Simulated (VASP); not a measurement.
Band structure of AlAs (zinc blende). Method: PBE GGA with D3 dispersion (zero damping), VASP's PBE PAW potentials (set 64) (plane waves; VASP 6.6.1).

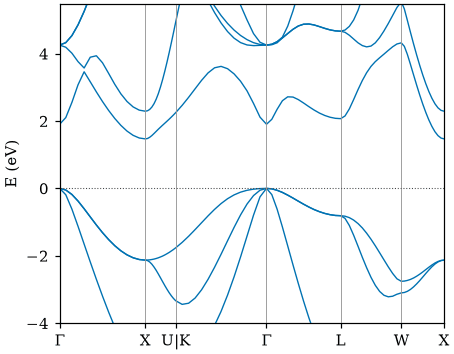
*Bands along high-symmetry lines, zero at the valence-band maximum or, without a gap, the Fermi level*

Problem. Read the plot: is there a gap, and where are the band edges?

Solution. The gap is indirect, 1.47 eV, from the valence maximum at Γ to the conduction minimum at X. (Edges off the drawn lines would not show.)

Measured: gap 2.28 eV (computed value off by -0.81 eV), as given by Wei Chen et al., Physical Review Materials (2018), doi:10.1103/physrevmaterials.2.073803 [zero-point renormalisation of 0.04 eV added back (the table's ZPR column)].

The compound is AlAs in the zinc blende structure. It was relaxed first.
